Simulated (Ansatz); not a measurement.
# Si₄H₁₀: one species, many methods

Aim: compute Si₄H₁₀ with functionals from several rungs and with coupled cluster, and see how far each lands from CCSD(T) at the basis-set limit for the atomisation energy.

Program: Ansatz 0.2.0, Gaussian basis. Level of theory: functionals in def2-TZVPP, the program's frozen cores in correlated methods. These are calculated values, not measurements.

Plan: LDA (SPW92), PBE-D4, revPBE-D4, BLYP-D4, r2SCAN-D4, B97M-V, PBE0-D4, B3LYP-D4, r2SCANh-D4, r2SCAN0-D4, HSE06-D4, BHLYP-D4, CAM-B3LYP-D4, LC-ωPBE, ωB97X-V, ωB97M-V, B2PLYP, PBE-QIDH; CCSD(T)/def2-SVP; CCSD(T)/def2-TZVPP; MP2/def2-QZVPP; extrapolation to the limit; RPA on PBE.

## 1. The geometry

All runs share one geometry, relaxed beforehand with PBE0-D4 in a triple-zeta def2 set.

SMILES `[SiH3][SiH2][SiH2][SiH3]`, 14 atoms, charge 0, spin multiplicity 1.

Atoms are counted from 1 here; the program's logs count them from 0.

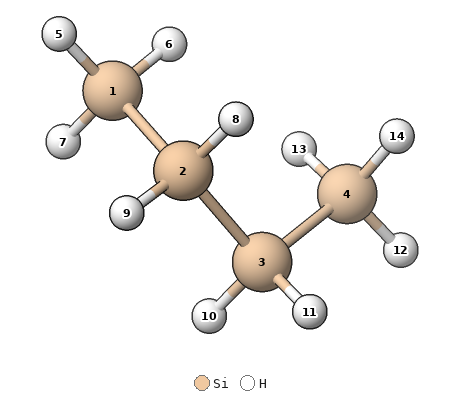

The structure; silicon light orange, hydrogen white; atoms are numbered from 1 in the order of the file.

## 2. LDA

This LDA is Slater exchange with PW92 correlation.

File in.yaml:

```yaml
crystal:
  periodic: [false, false, false]
  atoms:
    - {symbol: Si, position_ang: [-0.421490, 2.102244, 1.007131]}
    - {symbol: Si, position_ang: [-1.565266, 0.167690, 0.360911]}
    - {symbol: Si, position_ang: [-0.310874, -0.999620, -1.230281]}
    - {symbol: Si, position_ang: [1.806230, -1.488149, -0.365658]}
    - {symbol: H, position_ang: [-1.216728, 2.900250, 1.978692]}
    - {symbol: H, position_ang: [0.872493, 1.730258, 1.640061]}
    - {symbol: H, position_ang: [-0.138626, 2.945088, -0.185842]}
    - {symbol: H, position_ang: [-1.771290, -0.702747, 1.552945]}
    - {symbol: H, position_ang: [-2.902770, 0.528941, -0.188070]}
    - {symbol: H, position_ang: [-0.161314, -0.154684, -2.448782]}
    - {symbol: H, position_ang: [-1.002606, -2.260566, -1.620564]}
    - {symbol: H, position_ang: [2.612451, -2.284313, -1.329648]}
    - {symbol: H, position_ang: [2.529444, -0.222393, -0.068669]}
    - {symbol: H, position_ang: [1.670356, -2.261999, 0.897784]}
basis:
  gaussian: {orbitals: def2-TZVPP}
hamiltonian: {xc: lda}
output: {orbitals: {seedname: orbitals}}
```

Command:

```sh
> ansatz run in.yaml --threads 4 --pin off --events-out ev --progress --plain --max-ram 10444MiB
```

Further steps of the session: PBE-D4 (GGA); revPBE-D4 (GGA); BLYP-D4 (GGA); r2SCAN-D4 (meta-GGA); B97M-V (meta-GGA); B3LYP-D4 (hybrid); r2SCANh-D4 (hybrid); r2SCAN0-D4 (hybrid); HSE06-D4 (hybrid); BHLYP-D4 (hybrid); CAM-B3LYP-D4 (range-separated); LC-ωPBE (range-separated); ωB97X-V (range-separated); ωB97M-V (range-separated); B2PLYP (double hybrid); PBE-QIDH (double hybrid); CCSD(T) in def2-SVP; CCSD(T) in def2-TZVPP; MP2 in def2-QZVPP; RPA on PBE orbitals.

Before running them: what should the planned runs give, taken together? Wanted: atomisation energy, CCSD(T)/CBS; farthest beyond LDA; mean size of error, GGA; mean size of error, meta-GGA; mean size of error, hybrid; mean size of error, range-separated; mean size of error, double hybrid; gap, smallest and largest; T1 diagnostic.

As calculated:

| quantity | value |
| --- | --- |
| atomisation energy, CCSD(T)/CBS | 962.6 kcal/mol |
| functionals within 4.8 kcal/mol (0.5 %) | r2SCAN-D4, B3LYP-D4, r2SCANh-D4, CAM-B3LYP-D4, ωB97M-V |
| farthest beyond LDA | revPBE-D4 (-26.1 kcal/mol) |
| mean size of error, GGA | 20.0 kcal/mol |
| mean size of error, meta-GGA | 4.6 kcal/mol |
| mean size of error, hybrid | 7.5 kcal/mol |
| mean size of error, range-separated | 7.9 kcal/mol |
| mean size of error, double hybrid | 17.7 kcal/mol |
| gap, smallest and largest | 5.66 eV (LDA (SPW92)), 12.18 eV (LC-ωPBE) |
| T1 diagnostic | 0.0138 |
| triples share of the correlation energy | 3.4 % |

In words: LDA overbinds by 85.6 kcal/mol (9 %). PBE-D4 is off by -17.2 kcal/mol. Double hybrids carry the basis error of their MP2 part in triple zeta, and no dispersion term here, so their miss is partly the set-up's. By mean error the best rung here is meta-GGA (4.6 kcal/mol) and the worst beyond LDA is GGA (20.0 kcal/mol). The reference freezes the cores and leaves out relativity and excitations past (T), so misses under about 4.8 kcal/mol can't be ranked. Hartree-Fock recovers 77 % of the binding; the rest is correlation. CCSD(T) in def2-SVP is off by -65.4 kcal/mol, worse than the median functional, from the basis alone. Orbital gaps span 5.7 to 12.2 eV; exact exchange widens them.
